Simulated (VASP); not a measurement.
Band structure of GaBi (relaxed from the WC structure, space group P-6m2). These are PBEsol GGA, VASP's PBE PAW potentials (set 64) (plane waves; VASP) values and carry that method's errors.

Unless said otherwise, spin-orbit coupling is left out, though it shifts the bands of the heavy elements here.

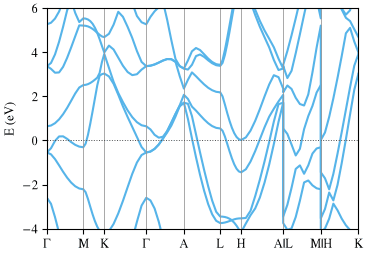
Figure: Bands along high-symmetry lines, zero at the valence-band maximum or, without a gap, the Fermi level

Problem. Read the plot: is there a gap, and where are the band edges?

Solution. It has no gap at this level: it comes out as a metal or semimetal. (Edges off the drawn lines would not show.)

The structure was generated: GaBi was put into the WC type (P-6m2), which need not be its known phase. It was relaxed first, which changed the volume by +8 %.
